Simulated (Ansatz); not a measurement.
# Loss of HF: C2H4FSi → C2H3Si + HF

Species: C2H4FSi `[H]/[C]=C/[SiH2]F`, doublet; C2H3Si `C#C[SiH2]`, doublet; HF (hydrogen fluoride), singlet. 

Shapes, held fixed at every level: PBE0-D4/def2-TZVP. Flexible molecules stand in one conformer, not always the lowest. Programs: Ansatz 0.2.0. The zero-point and thermal change to 298 K, harmonic and unscaled (PBE0-D4/def2-TZVP), is -7.2 kJ/mol.

```
                level           kind  ΔH(298 K) (kJ/mol)
          HF/def2-SVP   Hartree–Fock              +219.2
        HF/def2-TZVPP   Hartree–Fock              +224.0
    PBE-D4/def2-TZVPP            GGA              +189.9
 r2SCAN-D4/def2-TZVPP       meta-GGA              +210.5
  B3LYP-D4/def2-TZVPP  global hybrid              +198.4
  BHLYP-D4/def2-TZVPP  global hybrid              +218.8
r2SCAN0-D4/def2-TZVPP  global hybrid              +218.6
    B2PLYP/def2-TZVPP  double hybrid              +191.0
```

B2PLYP/def2-TZVPP gives ΔH(298 K) = +191.0 kJ/mol; the levels span +189.9 to +224.0. The median of the levels is +214.6. No measured value is set beside it here. Spin contamination: C2H4FSi (⟨S²⟩ up to 0.92), C2H3Si (⟨S²⟩ up to 0.85). Open shells run unrestricted.

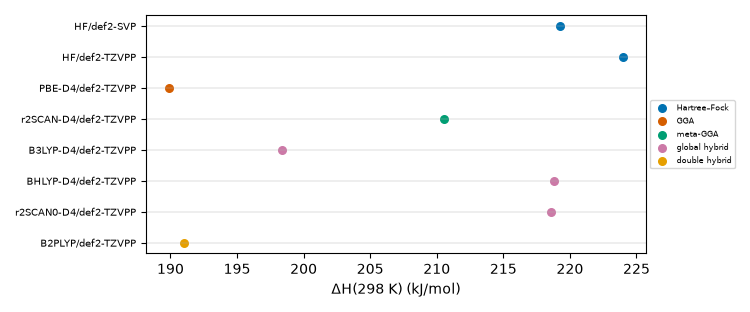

The values of the table, level by level.
